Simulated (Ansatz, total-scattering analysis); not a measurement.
# amorphous 40Ta2O5-60SiO2 (mol %): run and scatter

Aim: the structure of amorphous 40Ta2O5-60SiO2 (mol %) at 300 K, and the X-ray and neutron patterns it would give.

Method: ab initio molecular dynamics with Ansatz (PBE, plane waves, PAW set soft_1, Langevin thermostat, no spin, fixed volume). Composition: Si 13.0, Ta 17.4, O 69.6 atom %; 69 atoms. The average runs over 1.70 ps of 69 atoms, so shells between rare elements are rough. Mean temperature 336 K, largest m.s.d. 0.05 Å², energy drift -6 meV an atom (last third less first, no steady trend), Langevin friction 2 ps⁻¹; the first quarter of the run is discarded. Preparation: atoms packed at random with minimum distances, then 1.4 ps at 3000 K, 1.8 ps at 1860 K and 1.8 ps at 990 K with a cheaper basis and a friction of 10 ps⁻¹ (mean temperature of the first stage 2971 K), too short to forget the start in full. So short a stretch relaxes bonds and nearest shells but still remembers its start.

## The run

The step of 1.5 fs has to resolve the fastest vibration, that of the lightest atoms and stiffest bonds. The volume is fixed, since the run is too short for a cell to find its own; the mean pressure then hints how far the functional is from its own density, with errors up to a few GPa from cell size, k-points and loose SCF steps (the program warns of the last). One k-point, Γ, is the usual economy for a cell of this size. Smeared occupations keep the forces smooth should levels come near the Fermi energy. A Langevin thermostat samples the right structure once equilibrated, but its friction lowers diffusion.

Contents of input.yaml:

```yaml
crystal:
  lattice:
    - [10.0647, 0.0, 0.0]
    - [0.0, 10.0647, 0.0]
    - [0.0, 0.0, 10.0647]
  atoms:
    - { symbol: Si, position: [0.54917, 0.51983, 0.23149] }
    - { symbol: Si, position: [0.95792, 0.47366, 0.64817] }
    - { symbol: Si, position: [0.89851, 0.33443, 0.19813] }
    - { symbol: Si, position: [0.40308, 0.60111, 0.56289] }
[... 63 atom lines left out ...]
    - { symbol: O, position: [0.09997, 0.96608, 0.99612] }
    - { symbol: O, position: [0.61941, 0.2515, 0.76602] }
kpoints:
  mp_grid: { grid: [1, 1, 1] }
scf:
  occupations: { method: fermi_dirac, width: 0.0259 }
hamiltonian:
  xc: pbe
  pseudopotentials: { kind: paw, azcp: { folder: soft_1 } }
output:
  forces: true
  stress: true
md:
  timestep: 1.5
  n_steps: 1500
  ensemble: nvt_langevin
  temperature: 300.0
  initial_velocities: maxwell_boltzmann
  seed: 7
  friction: 0.002
```

```console
$ ansatz run input.yaml --threads 16 --pin off --max-ram 32768MiB --backend cuda --events-out ev --progress --plain --runs-dir out --max-vram 52GiB
```

```text
Warning: md: disabling space-group detection — thermal motion breaks the input geometry's symmetry, so no spatial operation reduces the k-mesh or symmetrises the density; time reversal is kept, so that k and −k are [...]
Warning: output.stress: scf.convergence.dr2_threshold = 6.9e-8 eV (the default of an md: trajectory) is looser than the 6.9e-9 eV advised for a printed stress (1e-10 eV for each atom of the cell: 69). What an SCF [...]
Engine: ansatz 0.2.0, aarch64-unknown-linux-gnu
Pseudopotential: Si, paw, valence charge 4, recommended cutoff 420 eV (normal), soft_1/Si.paw.azcp
Pseudopotential: Ta, paw, valence charge 13, recommended cutoff 420 eV (normal), soft_1/Ta.paw.azcp
Pseudopotential: O, paw, valence charge 6, recommended cutoff 420 eV (normal), soft_1/O.paw.azcp
Functional definition: PBE
Crystal: 69 atoms, lattice volume = 1019.536 Å³
Basis set: ecut = 420 eV, 19933 PW (Γ), exchange–correlation on 144×144×144 points (8 copies of the dense FFT grid, shifted against one another)
Bands: 309, of which v1, the nominal top of the filled ones, is band 240 counted from 1 (239 counted from 0)
k-points: 1
[... other set-up lines, SCF lines and steps between those shown are left out ...]
md step     0: t =     0.00 fs  T =   295.7 K  F+E_penalty+E_count = -152217.06238233 eV  E_kin = 2.636904 eV  P_inst = 1.0359 GPa  (16 SCF iters)
md step     1: t =     1.50 fs  T =   294.7 K  F+E_penalty+E_count = -152217.12626991 eV  E_kin = 2.628201 eV  P_inst = 0.8560 GPa  (10 SCF iters)
md step    60: t =    90.00 fs  T =   582.4 K  F+E_penalty+E_count = -152220.46440960 eV  E_kin = 5.194240 eV  P_inst = 0.4507 GPa  (10 SCF iters)
md step   120: t =   180.00 fs  T =   514.1 K  F+E_penalty+E_count = -152220.50686580 eV  E_kin = 4.585237 eV  P_inst = 1.5128 GPa  (10 SCF iters)
md step   180: t =   270.00 fs  T =   564.9 K  F+E_penalty+E_count = -152221.47462851 eV  E_kin = 5.038701 eV  P_inst = 0.8107 GPa  (10 SCF iters)
md step   240: t =   360.00 fs  T =   550.7 K  F+E_penalty+E_count = -152221.90509514 eV  E_kin = 4.911521 eV  P_inst = -1.1347 GPa  (10 SCF iters)
md step   360: t =   540.00 fs  T =   451.5 K  F+E_penalty+E_count = -152222.40537298 eV  E_kin = 4.027262 eV  P_inst = -1.6200 GPa  (10 SCF iters)
md step   480: t =   720.00 fs  T =   338.0 K  F+E_penalty+E_count = -152222.07015166 eV  E_kin = 3.014366 eV  P_inst = -0.5973 GPa  (10 SCF iters)
md step   600: t =   900.00 fs  T =   331.9 K  F+E_penalty+E_count = -152222.17072459 eV  E_kin = 2.960071 eV  P_inst = -0.0606 GPa  (10 SCF iters)
md step   720: t =  1080.00 fs  T =   354.7 K  F+E_penalty+E_count = -152222.38377601 eV  E_kin = 3.163651 eV  P_inst = -0.4572 GPa  (10 SCF iters)
md step   840: t =  1260.00 fs  T =   316.0 K  F+E_penalty+E_count = -152222.25196525 eV  E_kin = 2.818763 eV  P_inst = 1.2705 GPa  (10 SCF iters)
md step   960: t =  1440.00 fs  T =   281.4 K  F+E_penalty+E_count = -152222.18008213 eV  E_kin = 2.509598 eV  P_inst = 1.0338 GPa  (10 SCF iters)
md step  1080: t =  1620.00 fs  T =   314.5 K  F+E_penalty+E_count = -152222.36634677 eV  E_kin = 2.804748 eV  P_inst = -0.2168 GPa  (9 SCF iters)
md step  1200: t =  1800.00 fs  T =   315.8 K  F+E_penalty+E_count = -152222.68126532 eV  E_kin = 2.816198 eV  P_inst = -0.1194 GPa  (10 SCF iters)
md step  1320: t =  1980.00 fs  T =   320.3 K  F+E_penalty+E_count = -152222.78894322 eV  E_kin = 2.856676 eV  P_inst = 0.2926 GPa  (10 SCF iters)
md step  1440: t =  2160.00 fs  T =   359.5 K  F+E_penalty+E_count = -152222.95463406 eV  E_kin = 3.206775 eV  P_inst = 0.1503 GPa  (10 SCF iters)
[... last step's energies and forces left out ...]
--- MD trajectory: 1500 steps, t = 0.0 → 2250.0 fs ---
  final state: T = 318.4 K   F+E_penalty+E_count = -152222.15954248 eV   E_kin = 2.839595 eV
```

Run time: 6.6 min on 1 × NVIDIA GB200 with 16 threads of Arm Neoverse V2, on a shared host, peak memory 1.2 GiB.

## Analysis

S(Q) is the Faber–Ziman total, Σ ci cj fi fj (Sij − 1)/⟨f⟩² + 1. Below 4 Å⁻¹ the partials are summed on the cell's own reciprocal vectors (from 0.62 Å⁻¹) and folded with a Gaussian of σ = 0.14 Å⁻¹; above it they are transforms of g(r) out to 6.8 Å, tapered over the last 40 %. The fold lowers sharp peaks, and with so few vectors their positions are good to about 0.1 Å⁻¹. X-rays take neutral-atom form factors, neutrons coherent lengths (Si 4.15071, Ta 6.91, O 5.8037 fm). G(r) = 4πrρ₀[g(r) − 1] carries the resolution of a Lorch-windowed transform up to 20 Å⁻¹. The patterns are simulated, not measured. Spin–orbit coupling is left out. The cell is small: beyond half the box only the part of each shell inside it is counted, and low-Q values rest on few vectors. It is averaged over 126 frames.

```
T (K)  state  density (g/cm³)  first clear X-ray maximum (Å⁻¹)  its height (X-ray)  first clear neutron maximum (Å⁻¹)  its height (neutron)  Si–O (Å)  O around Si  Ta–O (Å)  O on one former (%)                  held  D over the elements, rough (10⁻⁹ m²/s)
  300  rigid            5.199                             1.76                1.87                               1.68                  0.90      1.63         4.00      1.94                 45.8  volume, 0.2 GPa mean                                       -
```

X-ray S(Q):

```
Q (Å⁻¹)  300 K
    0.8  -0.80
    1.1  -0.52
    1.4   0.50
    1.7   1.78
    2.0   1.48
    2.3   1.01
    2.6   0.24
    2.9   0.04
    3.2   0.94
    3.5   1.19
    3.8   1.39
    4.1   1.63
    4.4   1.08
    4.7   0.60
    5.0   0.70
    5.3   1.15
    5.6   1.26
    5.9   0.91
    6.2   0.65
    6.5   0.80
    6.8   1.14
    7.1   1.27
    7.4   1.13
    7.7   0.94
    8.0   0.93
    8.3   1.02
    8.6   1.02
    8.9   0.94
```

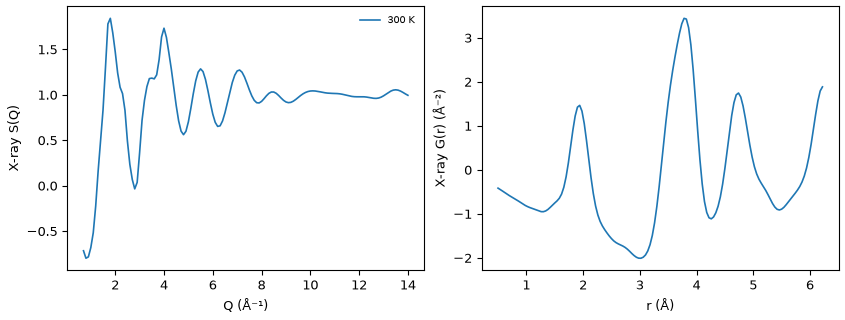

S(Q) and G(r) at each stop.

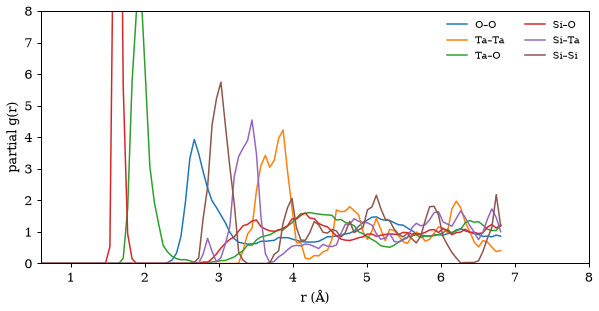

Partial pair functions at the last stop.

At 300 K the maxima of S(Q), Q in Å⁻¹ (height), are X-ray: 1.76 (1.87), 3.99 (1.74), 5.50 (1.29), 7.08 (1.27); neutron: 1.68 (0.90), 4.95 (1.20), 7.47 (1.16), 10.03 (1.05). Its shells:

```csv
pair,first peak (Å),g there,first minimum (Å),g there,neighbours,X-ray weight (f = Z),neutron weight
Si–O,1.63,21.6,2.08,0.00,"4.0 O per Si, 0.8 Si per O",0.05,0.13
Ta–O,1.94,8.6,2.74,0.04,"5.3 O per Ta, 1.3 Ta per O",0.35,0.29
O–O,2.68,3.9,3.42,0.63,8.2,0.08,0.49
Si–Si,3.04,5.7,3.50,0.00,1.6,0.01,0.01
Si–Ta,3.44,4.5,3.76,0.13,"2.7 Ta per Si, 2.0 Si per Ta",0.11,0.04
Ta–Ta,3.85,4.3,4.26,0.21,3.6,0.40,0.04
```

Bonded neighbours (only these pairs count: cutoffs Si–O 2.08 Å, Ta–O 2.74 Å): Si: 4 100 %; Ta: 4 8.3 %, 5 57 %, 6 34 %; O: 1 1.5 %, 2 90 %, 3 8.1 %. Bridging oxygens per network former of four or fewer bonds: Si: Q0 11 %, Q1 56 %, Q2 11 %, Q3 11 %, Q4 11 %. Oxygen by network formers bound (Si, B, P, Ge and Al count): none 40 %, one 46 %, two 15 %. O–Si–O peak at 110°, O–Ta–O peak at 88° and Ta–O–Ta peak at 140°. These counts come from 15 frames.

The tapered transform alone would put 1.72 at the X-ray maximum of 1.76 Å⁻¹, where the reciprocal vectors give 1.87: a cut in r lowers sharp peaks, which is why the direct sum is used there.

**Reading.** The first Si–O shell holds 4.0 O at 1.63 Å, and g falls to nearly zero behind it. The first Ta–O shell holds 5.3 O at 1.94 Å, and g falls to nearly zero behind it. Anions around each cation, with the position of the first peak: Ta 5.3 (Ta–O 1.94 Å, to 2.74 Å) and Si 4.0 (Si–O 1.63 Å, to 2.08 Å). The weights that differ most between the probes (X-ray, neutron): O–O 0.08 and 0.49, Ta–Ta 0.40 and 0.04 and Si–O 0.05 and 0.13. The first neutron maximum, at 1.68 Å⁻¹, has Q r₁ = 3.2, far below the 7.7 of dense packing: it marks order on a period of 3.7 Å, between structural units. It is one small sample quenched within picoseconds, so it is less relaxed than a real glass or film.

[Logs are printed without paths, hosts, clocks, repeated set-up lines and the standing remarks that a program may print on its own settings, such as how far it seeks lower states.]
